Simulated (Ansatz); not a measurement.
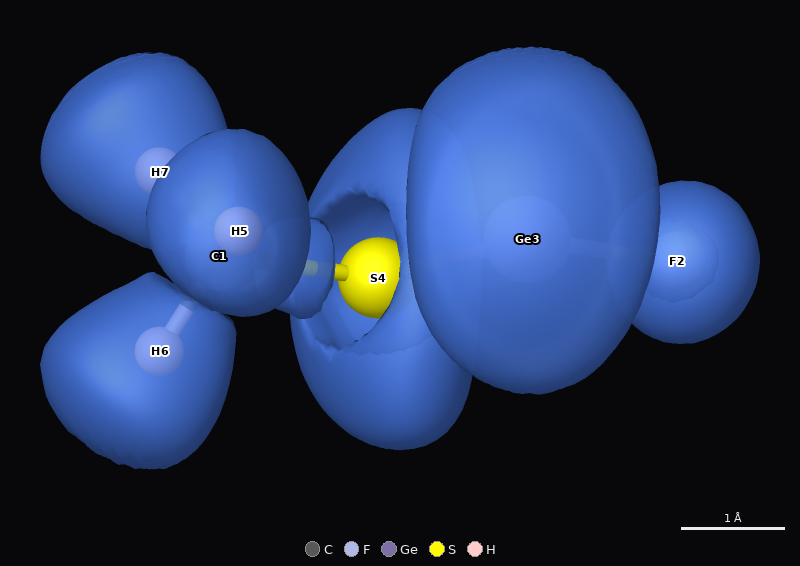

CH₃FGeS. Isosurface of the electron localisation function at 0.75 (blue), seen from one side. Core shells and regions of very low density are left out.

Geometry: PBE0-D4/def2-SVP.

These are results of isolated molecule in a Gaussian basis; Kohn-Sham density functional theory, functional PBE0 (Ansatz), not measurements.

Input file:

```
crystal:
  periodic: [false, false, false]
  atoms:
    - {symbol: C, position_ang: [1.258785, -0.839954, -0.635679]}
    - {symbol: F, position_ang: [-0.655773, -2.433555, 3.065313]}
    - {symbol: Ge, position_ang: [-0.239284, -1.059622, 2.050840]}
    - {symbol: S, position_ang: [0.798406, -2.222701, 0.457397]}
    - {symbol: H, position_ang: [0.921279, 0.131199, -0.238798]}
    - {symbol: H, position_ang: [0.802843, -0.993762, -1.622872]}
    - {symbol: H, position_ang: [2.351332, -0.814703, -0.744271]}
basis:
  gaussian:
    orbitals: def2-TZVPD
hamiltonian:
  xc: {name: PBE0}
output:
  forces: true
  orbitals: {seedname: orbitals}
```

Command:

```sh
ansatz run input.yaml --threads 2 --pin off --max-ram 5220MiB --events-out events.jsonl --progress --plain --runs-dir runs
```

Q: Describe the localisation domains.

A: The surface consists of one region between bonded C–S atoms (shared pairs), three regions around hydrogen nuclei, one region on S in which the atom's valence shell and bonds are merged, one lobe on Ge, pointing away from the bonds (lone pairs) and one region wrapped around F (its valence shell). Along the contacts the grid gives the following. Ge–F (1.76 Å): the ELF peaks at about 0.80 in the valence shell of F, 0.5 Å from its nucleus, and is about 0.25 at the midpoint. C–S (1.82 Å): the ELF peaks at about 0.90 between the atoms, as expected for localised, covalent bonding.
